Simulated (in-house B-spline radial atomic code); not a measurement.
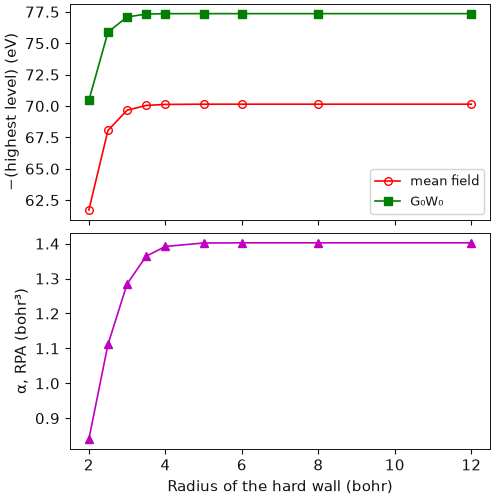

N³⁺ ([He] 2s²) confined in a hard spherical wall, PBE0 start. All-electron spherical atom, non-relativistic, no spin-orbit coupling, Breit or QED terms; computed with a B-spline radial code.

Q: What does confinement do?

A: As the wall closes from 12 to 2 bohr, the mean-field binding energy of 2s goes from 70.14 to 61.71 eV, and the G₀W₀ value from 77.36 (at 12 bohr) to 70.44 eV (at 2 bohr). The RPA-screened polarisability falls from 1.40 to 0.840 bohr³, and the RPA correlation energy goes from −0.2250 to −0.2544 hartree.
